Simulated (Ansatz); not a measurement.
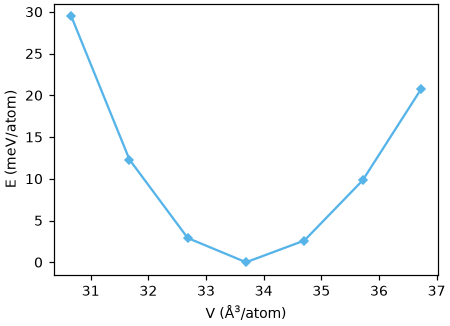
CaBr$_{2}$ (rutile, space group No. 136) under volume change, r²SCAN (plane waves, PAW; program Ansatz), shape and atoms relaxed at each volume.

What does a third-order Birch–Murnaghan fit give for V₀, B₀ and B′?

V₀ = 33.69 Å³/atom, B₀ = 28.7 GPa, B′ = 4.9.

Space group P4_2/mnm (rutile). The workflow started from a Materials Project entry (that database holds measured and hypothetical structures alike); the Crystallography Open Database copy checked does not list it. COD files the formula under space group No. 58, so this cell is another polymorph or a model. Its standing as an ambient phase is unchecked. The r²SCAN relaxation kept the symmetry of its start; whether a distortion lowers the energy is not shown.

Potentials: the later of the program's two PAW sets.
